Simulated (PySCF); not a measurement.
**C$_{7}$H$_{13}$NSi$_{2}$ (SMILES [SiH3]CC[SiH2]c1ccccn1): density, localisation and related maps**

```xyz
23

Si   -4.2512    0.6325    0.4700
C    -2.8448   -0.6424    0.3592
C    -1.4865    0.0046    0.0890
Si   -0.0713   -1.2541    0.0309
C     1.5782   -0.3333   -0.0871
C     2.8005   -0.9943   -0.1660
C     3.9698   -0.2582   -0.2422
C     3.8840    1.1254   -0.2366
C     2.6237    1.6978   -0.1544
N     1.5088    0.9956   -0.0821
H    -4.3492    1.3608   -0.7974
H    -3.9666    1.5778    1.5526
H    -5.5186   -0.0513    0.7396
H    -3.0591   -1.3676   -0.4286
H    -2.7912   -1.2146    1.2875
H    -1.2756    0.7478    0.8595
H    -1.5285    0.5529   -0.8535
H    -0.1950   -2.1572   -1.1248
H    -0.0506   -2.0870    1.2443
H     2.8202   -2.0739   -0.1662
H     4.9307   -0.7507   -0.3028
H     4.7681    1.7421   -0.2925
H     2.4996    2.7741   -0.1424
```

Geometry: GFN2-xTB.

These are results of PySCF, PBE0/pcSseg-1, SCF density, gas phase, non-relativistic, not measurements.

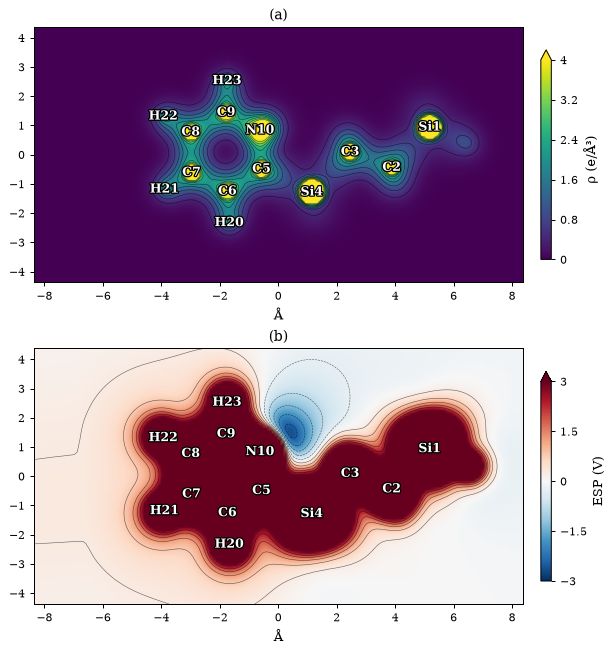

Figure 1. (a) electron density; (b) molecular electrostatic potential on the plane of atoms N10, C9 and H23.

Q: Read the bonding off the picture.

A:
- Atoms in the plane: Si, C, N and H.
- C–N (1.32 Å): the density is about 2.5 e/Å³ at the midpoint.
- C–C (1.38 Å): ρ is about 2.1 e/Å³ halfway.
- C–Si (1.89 Å): ρ at the midpoint is about 0.95 e/Å³.
- C–H (1.08 Å): ρ is about 2 e/Å³ halfway.
- C–C (1.53 Å): ρ at the midpoint is about 1.6 e/Å³.
- Outside the dense part of the molecule the potential is most negative (−2.6 V) near N10.

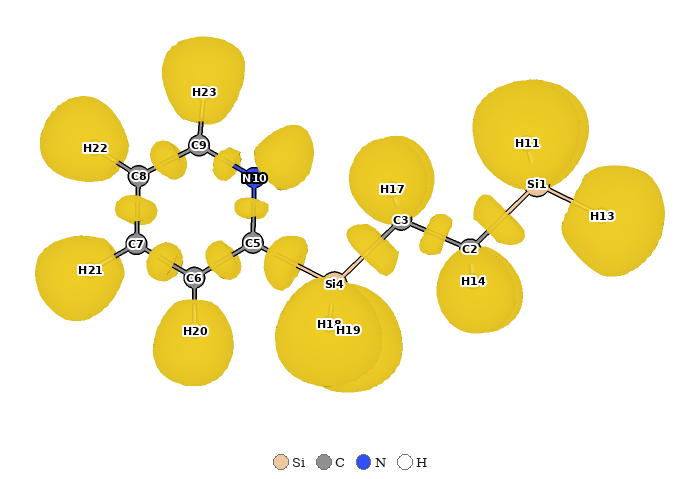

Figure 2. Isosurface of the electron localisation function at 0.8 (yellow), seen across its widest extent. Core shells and regions of very low density are left out.

Q: What do the ELF domains correspond to?

A: The surface consists of five regions between bonded C–C atoms (shared pairs), two regions between bonded C–N atoms (shared pairs), three regions between bonded C–Si atoms (shared pairs), 13 regions around hydrogen nuclei and one lobe on N, pointing away from the bonds (lone pairs). Along the contacts the grid gives the following. C–N (1.32 Å): the ELF peaks at about 0.90 between the atoms; a covalent bond. C–C (1.38 Å): the ELF peaks at about 0.95 between the atoms: localised, covalent bonding.

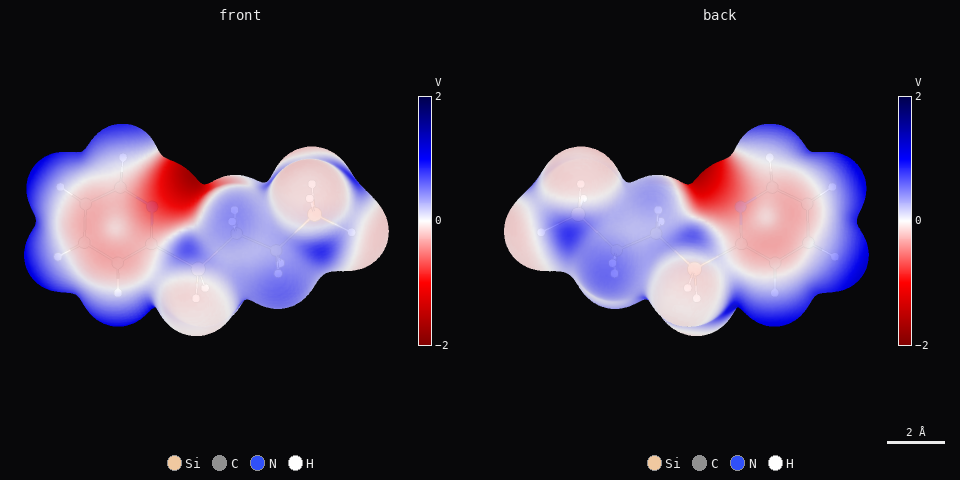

Figure 3. The electrostatic potential painted on the density surface at 0.002 e/bohr³, seen from the front and from behind; red is negative and blue positive.

Q: Describe the electrostatic potential map.

A: The most negative region (about −1.6 V, or −37 kcal/mol for a unit charge) lies over N10, the most positive (about +1.1 V, or +25 kcal/mol for a unit charge) over Si4, H21 and H22. N10 is the likeliest acceptor of a hydrogen bond.

Q: How polar is the molecule by this calculation?

A: Its dipole moment is 2.38 D.
